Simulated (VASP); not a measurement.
Input:

```xyz
4
Lattice="2.1610 -6.0941 0.0000 2.1610 6.0941 0.0000 0.0000 0.0000 4.4290" Properties=species:S:1:pos:R:3 pbc="T T T"
In     2.1610     1.3365     3.3218
In     2.1610    -1.3365     1.1073
Cl     2.1610    -4.1580     1.1073
Cl     2.1610     4.1580     3.3218
```

Method: r2SCAN meta-GGA, VASP's PBE PAW potentials (set 64) (plane waves; VASP). Numerical set-up: 400 eV cut-off, 6×6×6 Γ-centred mesh, tetrahedra with Blöchl corrections, potentials In_d Cl.

Unless said otherwise, spin-orbit coupling is left out, though it shifts the bands of the heavy elements here.

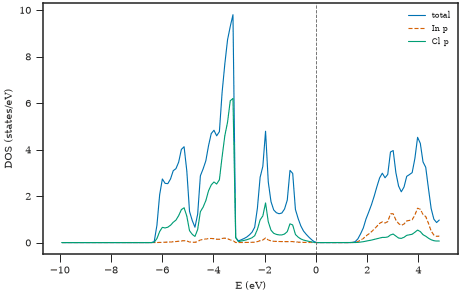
Figure. Total and projected density of states, zero at the valence-band maximum

Within 2 eV below the valence-band maximum the largest weight inside VASP's projection spheres is In s, then Cl p.

The gap is indirect, 1.33 eV, from the valence maximum at (0.33, 0.17, 0.00) to the conduction minimum at (0.50, 0.50, 0.33).

The structure comes from a computed database's InCl entry (Cmcm); how it stands against other phases isn't given here. It was relaxed first.
